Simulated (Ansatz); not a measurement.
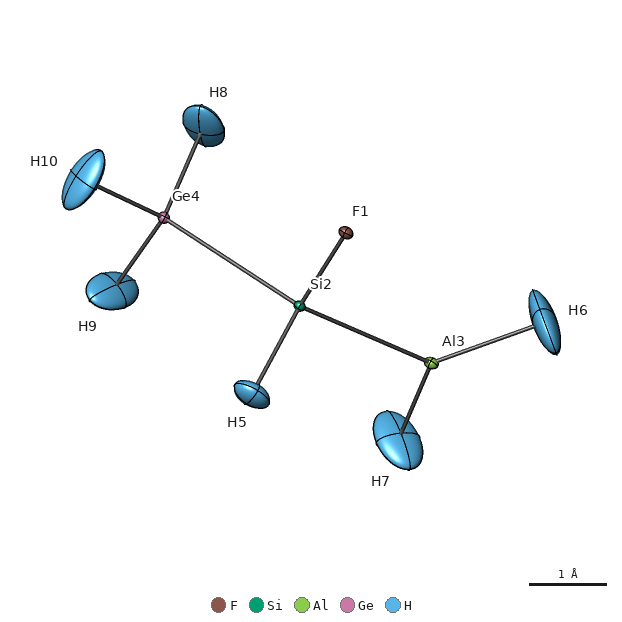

Displacement ellipsoids at the 50 % level, from the internal vibrations of the free molecule (harmonic, no overall translation or rotation; no half-axis is drawn under 0.075 Å). Vibrations computed with RKS PBE0-D4/def2-TZVP (Ansatz 0.2.0). Temperature: 0 K (zero-point motion alone).

> Which atom moves most?

H6, with U_eq = 0.0549 Å².

> Does H6 move more along its bond or across it?

Across it: the root-mean-square amplitude is 0.101 Å along the bond and up to 0.341 Å across, since bending and torsion are softer than stretching.

List U_eq and the three principal root-mean-square amplitudes for each kind of atom.

| atom | U_eq (Å²) | rms amplitudes (Å) |
| --- | --- | --- |
| F1 | 0.0027 | 0.029, 0.057, 0.063 |
| Si2 | 0.0017 | 0.034, 0.039, 0.049 |
| Al3 | 0.0019 | 0.020, 0.035, 0.063 |
| Ge4 | 0.00039 | 0.008, 0.017, 0.029 |
| H5 | 0.0206 | 0.096, 0.156, 0.168 |
| H6 | 0.0549 | 0.101, 0.196, 0.341 |
| H7 | 0.0509 | 0.097, 0.200, 0.322 |
| H8 | 0.0411 | 0.088, 0.184, 0.286 |
| H9 | 0.0420 | 0.089, 0.186, 0.289 |
| H10 | 0.0419 | 0.091, 0.184, 0.289 |
